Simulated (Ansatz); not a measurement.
Cost and result by functional for the surface energy of the (21-32) surface of hcp Re in its 1x1 cell, outermost plane spacing 0.56 Å in the ideal cut, in Ansatz (plane waves, PAW). Single points on the PBE structure, on one kind of machine; costs are rough ratios of the slab run's core time (references not counted) to the cheapest single point. r2SCAN's cost holds its higher cutoff (500 against 420 eV). Differences are taken against r2SCAN for comparison alone: no measured value is at hand, so the table doesn't rank accuracy.

Set-up: 26 atoms, 10.7 Å thick at the start; mesh 8x6x1; 0.1 eV smearing; dipole correction on; all atoms relaxed; held to the start's symmetry, so lower structures may exist; no spin, no spin-orbit, no U. These notes are the PBE run's.

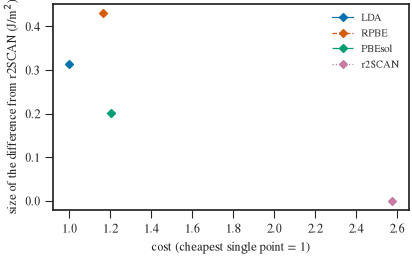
Figure. Difference from r2SCAN against cost

```
functional                     relative cost  surface energy (J/m²)  less r2SCAN (J/m²)
-----------------------------  -------------  ---------------------  ------------------
LDA                                        1                   4.03                0.31
RPBE                                       1                   3.28               -0.43
PBEsol                                     1                   3.91                0.20
r2SCAN                                     3                   3.71                0.00
PBE (the relaxed run's value)              –                   3.50               -0.21
```

The values span 0.74 J/m², while the single points' costs differ by a factor of roughly 3. Differences are of unrounded values.

Ansatz is an electronic-structure program.
